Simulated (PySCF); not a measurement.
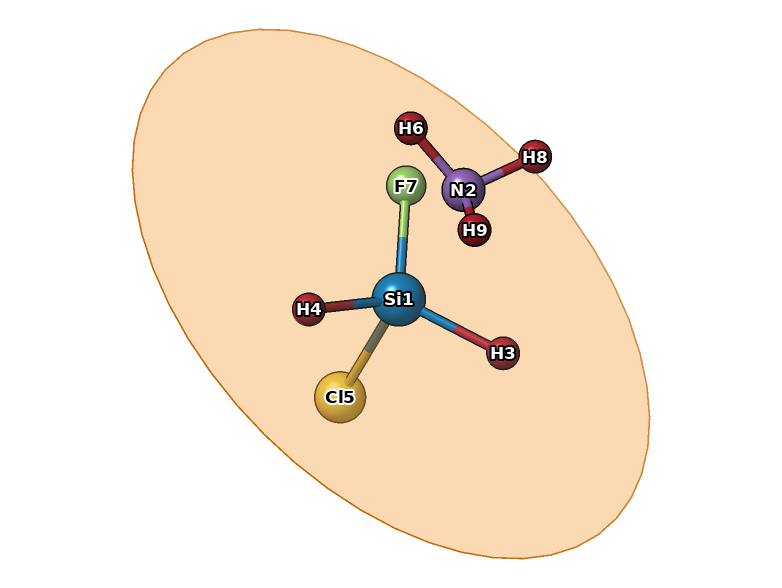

A disc through the centre of mass is drawn in. Depth is shown by fading: the farther an atom, the more it takes the colour of the background. Computed geometry: PBE0-D4/def2-TZVP optimisation. No frequency run is at hand to confirm it as a minimum.

Question: Is the plane of the disc a mirror plane of the structure?

Answer: No. The point group is Cs, with 1 mirror plane, and this plane isn't one of its mirror planes.
